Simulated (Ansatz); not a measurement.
ScAl3: x(K) = 0.5, 8 atoms, P4/mmm (arrangement B)

The parent structure is ScAl₃ in the Cu3Au type structure (space group Pm-3m, No. 221; a = 4.072 Å).

The other end (x = 1) is KAl3 in the Cu3Au type structure (space group Pm-3m, No. 221; a hypothetical phase, not in the database extracts checked): 22.00 Å³/atom, gap zero; this end may not be an ambient phase.

Now apply this change: K replaces 50.0 % of the Sc, ordered in a cell of 8 atoms (starting symmetry P4/mmm) and fully relaxed.

Calculations: Ansatz (a quantum-chemistry and plane-wave program), PBEsol, PAW, cutoff 420 eV, no spin-orbit coupling. Γ-centred 8×8×11 mesh, Fermi–Dirac width 0.05 eV, for the changed cell.

```csv
quantity,base,changed,shift
volume per atom,16.88 Å³,18.79 Å³,+1.91 Å³
density,3.10 g/cm³,2.72 g/cm³,-0.38 g/cm³
shortest interatomic distance,2.879 Å,2.878 Å,-0.0016 Å
band gap,zero,zero,–
mixing energy (to 0.01 eV only: unlike meshes or grids) (against an end that may be hypothetical),–,0.00 eV/atom,–
deviation of the volume from the linear (Vegard-type) interpolation,–,-3.4 %,–
mean first-shell distances,–,"Sc–Al 2.947 Å (end compound 2.879 Å), K–Al 3.022 Å (end compound 3.145 Å)",–
```

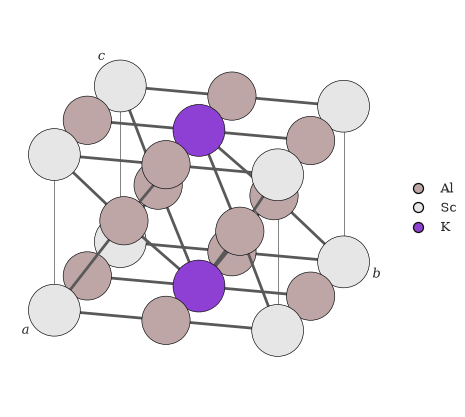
Figure: The relaxed conventional cell after the change

These are small ordered cells, not random alloys; other orderings at the same x differ. Whether these cells are dynamically stable was not tested. All final runs are without spin polarisation. KScAl6 has a high density of states at the Fermi level and may be magnetic at this level.
